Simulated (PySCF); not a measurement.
## Electronic structure of C₆H₁₀N₂SSi (SMILES C=Cc1cc(CS[SiH3])n[nH]1) in real space

Input

```
{"job": {"kind": "nmr", "xc": "PBE0", "basis": "pcSseg-1"}, "charge": 0, "multiplicity": 1}
C     -3.660485    -0.657368     0.379821
C     -2.657781    -1.089675    -0.376856
C     -1.366988    -0.455318    -0.459679
C     -0.831627     0.666914     0.155361
C      0.480047     0.764476    -0.329970
C      1.527779     1.737357     0.038923
S      2.506516     1.124496     1.471816
Si     3.138376    -0.783497     0.721520
N      0.738844    -0.224916    -1.177737
N     -0.375842    -0.944003    -1.247698
H     -3.567033     0.221925     0.992763
H     -4.605619    -1.169868     0.409970
H     -2.775945    -1.979197    -0.983866
H     -1.306003     1.321396     0.855775
H      2.221960     1.894353    -0.785048
H      1.100807     2.684266     0.363063
H      2.041569    -1.738489     0.826952
H      3.587011    -0.597064    -0.647945
H      4.215147    -1.121814     1.639071
H     -0.415881    -1.751779    -1.849274
```

Command:

```sh
OMP_NUM_THREADS=1 python probes_run.py task.json out
```

Geometry: GFN2-xTB.

Method: PBE0/pcSseg-1, SCF density, gas phase, non-relativistic in PySCF.

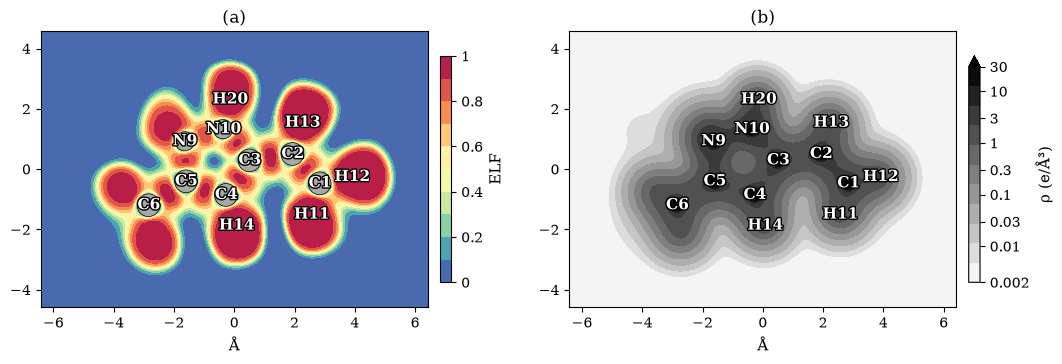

Figure 1. (a) ELF; (b) electron density on the plane of atoms C2, C3 and N10. Grey discs cover the atomic cores in the ELF map.

Q: What do the fields say about this system?

A:
- The section cuts through C, N and H sites.
- N–N (1.33 Å): the density is about 2.6 e/Å³ at the midpoint; the ELF peaks at about 0.90 between the atoms, as expected for localised, covalent bonding.
- C–N (1.33 Å): ρ is about 2.5 e/Å³ halfway; the ELF peaks at about 0.90 between the atoms (a covalent bond).
- C–C (1.33 Å): ρ is about 2.3 e/Å³ halfway; the ELF peaks at about 0.90 between the atoms (a short, multiple covalent bond).
- N–H (1.01 Å): the density is about 3 e/Å³ at the midpoint; the ELF climbs to about 1 towards the hydrogen, as it does in any bond to H (an ordinary covalent bond to hydrogen).
- C–C (1.39 Å): the density is about 2.1 e/Å³ at the midpoint; the ELF peaks at about 0.95 between the atoms: localised, covalent bonding.
- The ELF also peaks beside N9, away from the bonds: lone-pair regions.

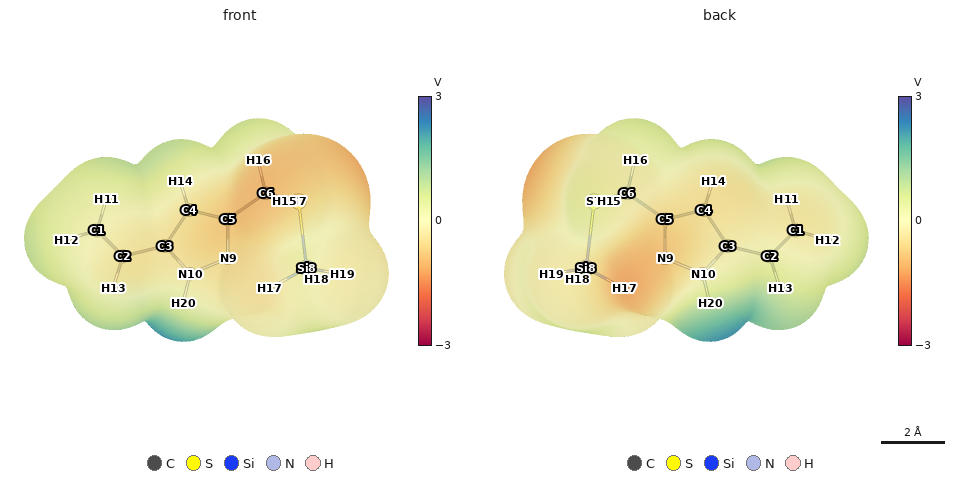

Figure 2. The molecular electrostatic potential painted on the density surface at 0.001 e/bohr³, seen from the front and from behind; the colour scale runs from red (negative) to blue (positive).

Q: Describe the electrostatic potential map.

A: The most negative region (about −1.2 V) lies over N9, the most positive (about +2.2 V) over H20. N9 is the likeliest acceptor of a hydrogen bond.
